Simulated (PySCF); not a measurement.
System: C₆H₁₃FOSi.

Input

```
{"job": {"kind": "nmr", "xc": "PBE0", "basis": "pcSseg-1"}, "charge": 0, "multiplicity": 1}
C     -2.137490    -1.442876     0.313528
C     -1.996459    -0.188387    -0.541661
C     -2.398174     1.046979     0.257934
C     -0.583273    -0.053027    -1.110609
Si     0.832370    -0.055028     0.147797
O      2.082960     0.373024    -0.824396
C      3.380994     0.530188    -0.560110
C      3.953246     0.340038     0.617305
F      5.277950     0.529460     0.773582
H     -3.177705    -1.599991     0.591104
H     -1.548594    -1.348967     1.222038
H     -1.792065    -2.317800    -0.231396
H     -2.690534    -0.277823    -1.388151
H     -2.313663     1.943847    -0.351519
H     -1.758669     1.160021     1.128819
H     -3.428316     0.960604     0.597467
H     -0.415213    -0.873296    -1.813461
H     -0.532860     0.864169    -1.702118
H      0.714692     0.927321     1.229960
H      1.095639    -1.372892     0.735376
H      3.966289     0.840911    -1.417502
H      3.458463     0.032911     1.523595
```

Command:

```sh
OMP_NUM_THREADS=1 python probes_run.py task.json out
```

Geometry: GFN2-xTB.

Computed with PBE0/pcSseg-1, SCF density, gas phase, non-relativistic (PySCF 2.14.0).

Predict the electron density and electron localisation function between the atoms.

C–C (1.32 Å): ρ is about 2.4 e/Å³ halfway; the ELF peaks at about 0.95 between the atoms; a short, multiple covalent bond.
C–O (1.33 Å): the density is about 2.4 e/Å³ at the midpoint; the ELF peaks at about 0.90 between the atoms: a polar covalent bond.
C–F (1.35 Å): ρ at the midpoint is about 2.3 e/Å³, with its minimum of 1.7 e/Å³ about 0.5 Å from C; the ELF peaks at about 0.85 between the atoms (a shared but strongly polarised pair).
Si–O (1.64 Å): ρ is about 1.1 e/Å³ halfway; the ELF peaks at about 0.85 between the atoms: a shared but strongly polarised pair.

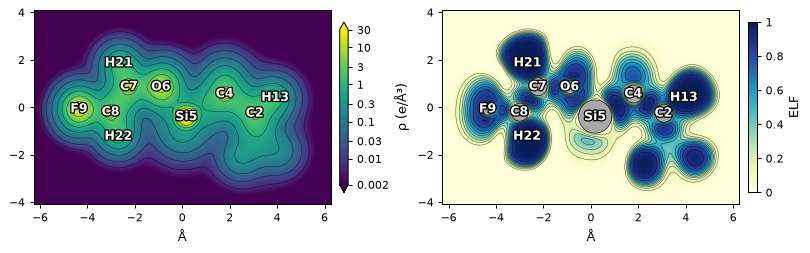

Computed electron density and electron localisation function on the plane of atoms O6, C7 and H21, in this order. Grey discs cover the atomic cores in the ELF map. 
